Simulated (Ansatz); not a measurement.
C2H8Si: several calculations on one system

## 1. Relaxation

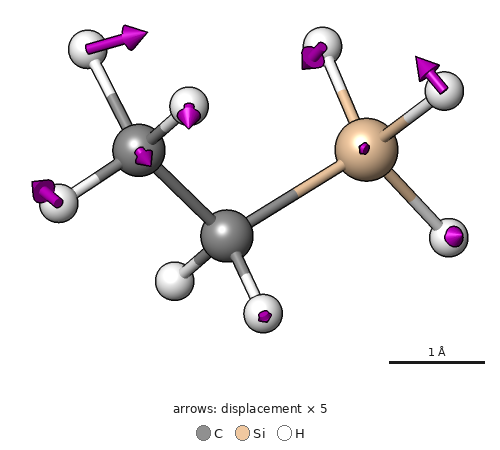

This is a constrained relaxation of C2H8Si. The starting structure is drawn; purple arrows show the displacements, magnified 5 times. The two geometries are superimposed by the best rigid fit.

Style: ball-and-stick. Shown at a tilt.

Computed with RKS PBE0-D4/def2-TZVP in Ansatz 0.2.0. (held fixed: the distance between atoms 1 (C) and 5 (H), counting from 1; force threshold 0.005 eV/Å; at most 200 steps)

**Atoms of which element are displaced furthest, and by how much?**

Hydrogen: up to 0.15 Å, against 0.05 Å for carbon.

**What did the optimiser do to the structure, and how much energy did it gain?**

After 8 geometry steps the energy has fallen by 0.72 kcal/mol. The largest force component goes from 0.36 to 0.00078 eV/Å. An H atom moves most after the best rigid fit: 0.15 Å. Largest moves by element: H 0.15 Å, C 0.05 Å, Si 0.02 Å. Among the contacts that change: C–C 1.526 → 1.512 Å. Bond angles that change, for instance: C–C–H 111.6° → 114.4°, H–C–H 107.5° → 110.2°, C–C–H 111.4° → 113.7°. The run took of the order of 60 core-seconds on a shared host.

## 2. Relaxation

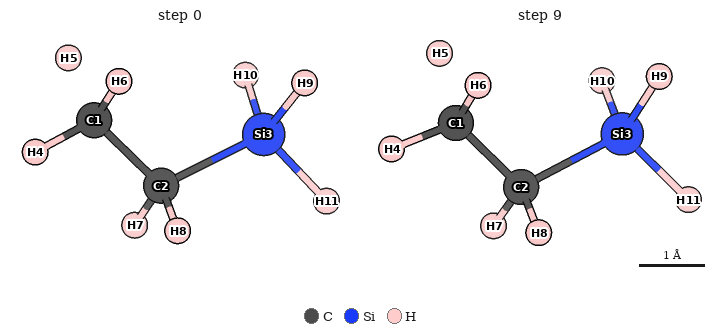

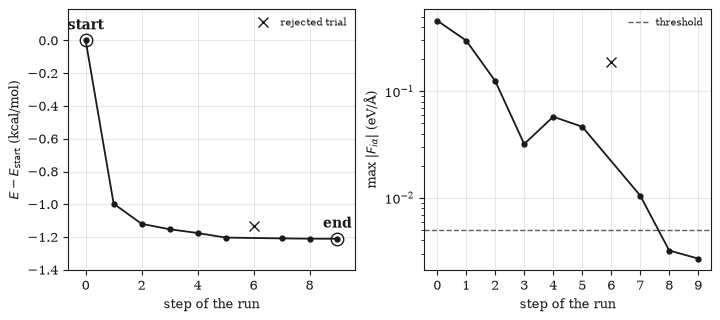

First and last geometry of a constrained relaxation of C₂H₈Si, with the history of the run. Style: ball-and-stick. Shown at a tilt.

Theory: RKS PBE0-D4/def2-TZVP (Ansatz 0.2.0). Set-up: held fixed: the distance between atoms 1 (C) and 5 (H), counting from 1; force threshold 0.005 eV/Å; at most 200 steps.

Did the run converge, and what did it change?

Answer. It converged. After 8 accepted moves (9 points after the start) the energy has fallen by 1.21 kcal/mol. Largest force component: 0.46 eV/Å at the start, 0.0027 eV/Å at the end. The line search rejected the trial step at point 6 of the run. The largest move after the best rigid fit is that of H5, 0.21 Å. Largest moves by element: H 0.21 Å, C 0.07 Å, Si 0.03 Å. Among the contacts that change: C1–C2 1.526 → 1.508 Å, C1–H4 1.093 → 1.088 Å. Bond angles that change, for instance: C2–C1–H4 111.6° → 115.3°, H4–C1–H6 107.5° → 111.0°, C2–C1–H6 111.4° → 114.4°. The run took of the order of 60 core-seconds on a shared host.

```json
{"step": "0", "E − E(0), kcal/mol": "0.00", "largest force component, eV/Å": "0.4600", "note": ""}
{"step": "1", "E − E(0), kcal/mol": "-1.00", "largest force component, eV/Å": "0.2992", "note": ""}
{"step": "2", "E − E(0), kcal/mol": "-1.12", "largest force component, eV/Å": "0.1250", "note": ""}
{"step": "3", "E − E(0), kcal/mol": "-1.15", "largest force component, eV/Å": "0.0321", "note": ""}
{"step": "4", "E − E(0), kcal/mol": "-1.18", "largest force component, eV/Å": "0.0578", "note": ""}
{"step": "5", "E − E(0), kcal/mol": "-1.20", "largest force component, eV/Å": "0.0466", "note": ""}
{"step": "6", "E − E(0), kcal/mol": "-1.14", "largest force component, eV/Å": "0.1865", "note": "rejected"}
{"step": "7", "E − E(0), kcal/mol": "-1.21", "largest force component, eV/Å": "0.0106", "note": ""}
{"step": "8", "E − E(0), kcal/mol": "-1.21", "largest force component, eV/Å": "0.0032", "note": ""}
{"step": "9", "E − E(0), kcal/mol": "-1.21", "largest force component, eV/Å": "0.0027", "note": ""}
```

## 3. Scan

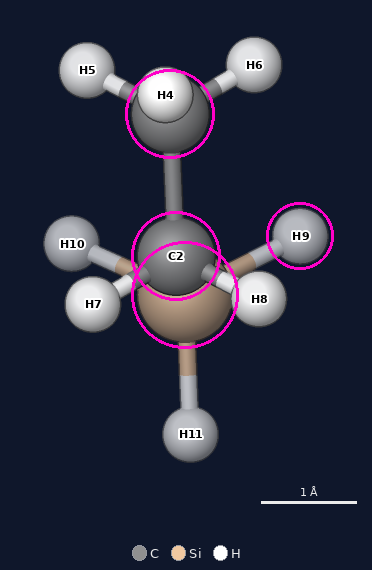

Energy scan for C₂H₈Si, in which the C1–C2–Si3–H9 dihedral angle is varied, with the rest of the molecule carried along rigidly. The picture shows the minimum geometry. The ringed atoms are those of the scanned coordinate. Style: ball-and-stick. Shown almost along the central bond, with a slight tilt.

Computed with Ansatz: CCSD(T), r2SCAN-D4, B3LYP-D4, wB97M-V, PBE-D4, PBE0-D4, basis def2-TZVPP, on geometries moved rigidly from the minimum at PBE0-D4/def2-TZVP. Coupled cluster with a frozen core. Energies are counted from the PBE0-D4/def2-TZVP minimum geometry at the same level.

Input
```yaml
crystal:
  periodic: [false, false, false]
  atoms:
    - {symbol: C, position_ang: [-0.823549, 1.066924, -0.423604]}
    - {symbol: C, position_ang: [-0.543207, -0.415636, -0.195651]}
    - {symbol: Si, position_ang: [1.152616, -0.749698, 0.534646]}
    - {symbol: H, position_ang: [-1.817422, 1.227676, -0.849021]}
    - {symbol: H, position_ang: [-0.097074, 1.509072, -1.110417]}
    - {symbol: H, position_ang: [-0.771575, 1.630891, 0.511389]}
    - {symbol: H, position_ang: [-0.623580, -0.969857, -1.137005]}
    - {symbol: H, position_ang: [-1.293674, -0.848809, 0.474370]}
    - {symbol: H, position_ang: [1.294203, -0.066462, 1.850540]}
    - {symbol: H, position_ang: [2.217433, -0.232745, -0.369431]}
    - {symbol: H, position_ang: [1.371131, -2.208456, 0.734784]}
basis:
  gaussian: {orbitals: def2-TZVPP}
correlation: {method: ccsd_t}
```

Give the energy at each point (the dihedral: 59.7, 66.8, 81.8, 96.8, 111.8, 126.8, 141.8, 156.8, 171.8°).

Energies in kcal/mol.

| dihedral angle (°) | CCSD(T) | r2SCAN-D4 | B3LYP-D4 | wB97M-V | PBE-D4 | PBE0-D4 |
| --- | --- | --- | --- | --- | --- | --- |
| 59.7 | 0.00 | 0.00 | 0.00 | 0.00 | 0.00 | 0.00 |
| 66.8 | 0.07 | 0.07 | 0.06 | 0.06 | 0.06 | 0.06 |
| 81.8 | 0.58 | 0.57 | 0.55 | 0.54 | 0.54 | 0.54 |
| 96.8 | 1.31 | 1.31 | 1.26 | 1.23 | 1.23 | 1.23 |
| 111.8 | 1.83 | 1.85 | 1.77 | 1.74 | 1.73 | 1.73 |
| 126.8 | 1.85 | 1.86 | 1.79 | 1.75 | 1.74 | 1.75 |
| 141.8 | 1.35 | 1.35 | 1.30 | 1.27 | 1.27 | 1.27 |
| 156.8 | 0.63 | 0.62 | 0.60 | 0.58 | 0.58 | 0.58 |
| 171.8 | 0.10 | 0.10 | 0.09 | 0.09 | 0.09 | 0.09 |

With CCSD(T): the lowest computed point lies at the dihedral 59.7° (0.00 kcal/mol). A local maximum lies at 126.8° (1.85 kcal/mol). The highest point, at 126.8°, lies 1.85 kcal/mol above the lowest and gives an upper estimate of the barrier to rotation, since the rotor is rigid. At 126.8° the levels give PBE-D4 1.74 kcal/mol, PBE0-D4 1.75 kcal/mol, wB97M-V 1.75 kcal/mol, B3LYP-D4 1.79 kcal/mol, CCSD(T) 1.85 kcal/mol, r2SCAN-D4 1.86 kcal/mol. Closest to CCSD(T) there is r2SCAN-D4.
